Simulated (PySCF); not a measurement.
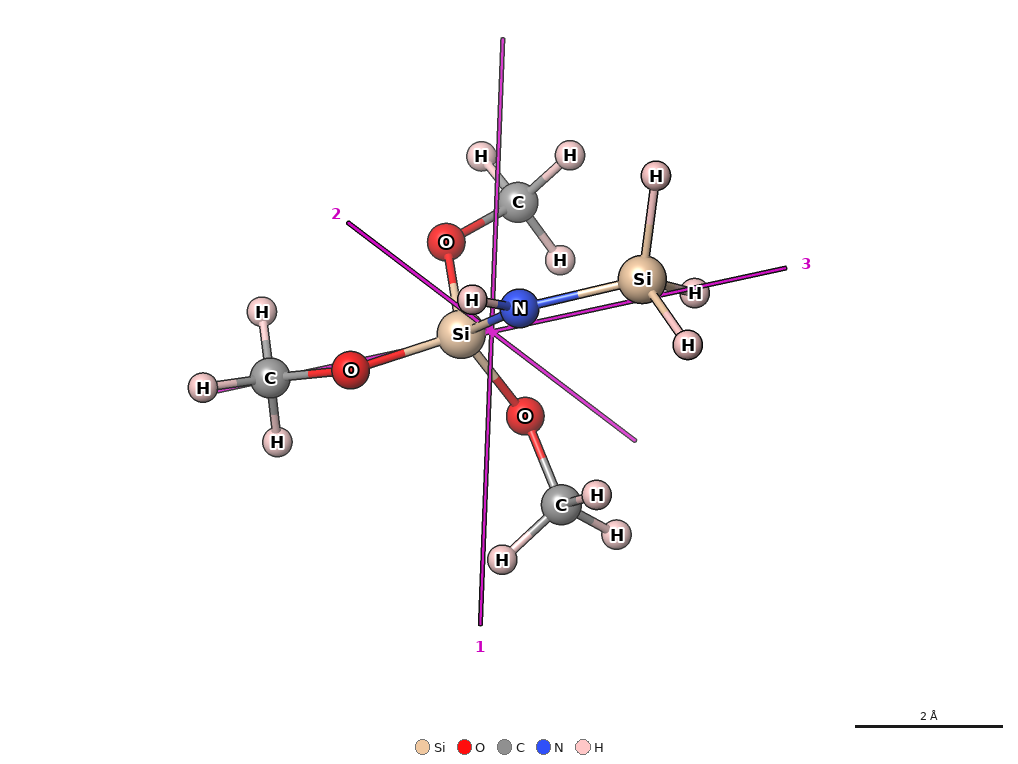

The three principal axes of inertia are drawn and numbered. Depth is shown by fading: the farther an atom, the more it takes the colour of the background. The computed structure is the end point of a PBE0-D3(BJ)/def2-SVP optimisation. No frequency run is at hand to confirm it as a minimum. Masses are those of the most abundant isotopes; constants are for the rigid equilibrium geometry.

**Which line is the a axis (least moment of inertia), which b and which c?**

a is line 3, b is line 1, c is line 2; the moments are 374, 607, 666 u Å².

**What kind of rotor is it, and what are its rotational constants in cm⁻¹?**

An asymmetric top (C1): A = 0.0451, B = 0.0278, C = 0.0253 cm⁻¹. Ray's parameter κ is −0.75, nearer the prolate limit.
